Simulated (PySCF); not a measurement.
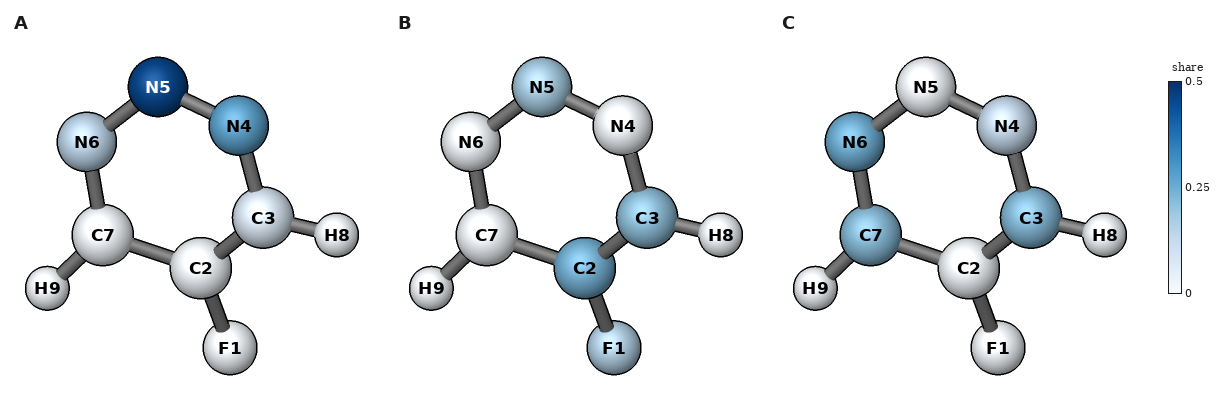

Each panel colours the atoms by their Löwdin share in one orbital (up to four of the largest shares; other atoms are shown as zero). Geometry: a frame of a GFN2-xTB molecular-dynamics simulation, not a minimum. Method: PBE0/def2-SVPD (PySCF 2.14.0).

### The panels show the HOMO−2, HOMO, LUMO, in some order. Which is which?

A: HOMO, −7.65 eV; N5 0.46, N4 0.27, N6 0.14, C3 0.06
B: HOMO−2, −9.56 eV; C2 0.23, C3 0.20, N5 0.17, F1 0.15
C: LUMO, −2.28 eV; N6 0.24, C3 0.21, C7 0.21, N4 0.12
